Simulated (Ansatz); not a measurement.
CaHfI₂ (space group P4/mmm, No. 123). Coordinates: the geometry relaxed with DFT PBE, scalar-relativistic, plane waves, PAW in Ansatz; the starting structure was generated, so it need not be a known form of this composition.

```cif
data_structure
_symmetry_space_group_name_H-M 'P4/mmm'
_symmetry_Int_Tables_number 123
_cell_length_a 5.7380
_cell_length_b 5.7380
_cell_length_c 3.6590
_cell_angle_alpha 90.000
_cell_angle_beta 90.000
_cell_angle_gamma 90.000
_cell_volume 120.47
loop_
_atom_site_label
_atom_site_type_symbol
_atom_site_symmetry_multiplicity
_atom_site_Wyckoff_symbol
_atom_site_fract_x
_atom_site_fract_y
_atom_site_fract_z
_atom_site_occupancy
Ca1 Ca 1 d 0.50000 0.50000 0.50000 1
Hf1 Hf 1 a 0.00000 0.00000 0.00000 1
I1 I 2 f 0.50000 0.00000 0.00000 1
```

Describe how the polyhedra about Hf are linked (bonds: Hf–I below 3.2 Å).

Hf: HfI4 square, sharing corners with four neighbours.

They form layers of corner-sharing squares parallel to (001). Their corner atoms also have Ca as close neighbours (those links are not drawn).

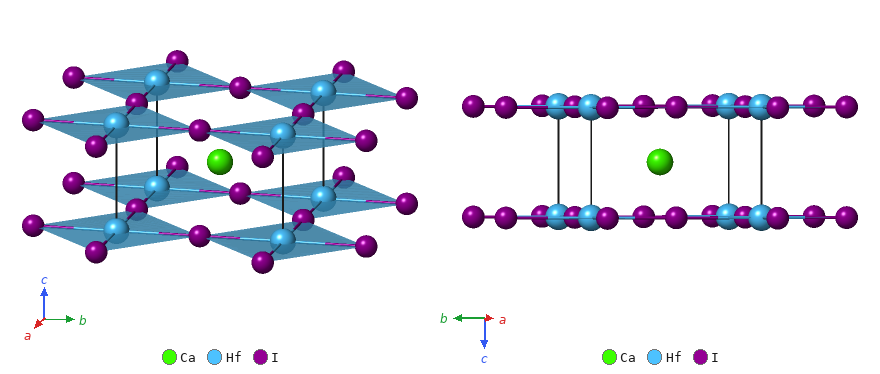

Polyhedra are drawn about Hf (bonds: Hf–I below 3.2 Å); other atoms are plain spheres. Two views of the same piece.
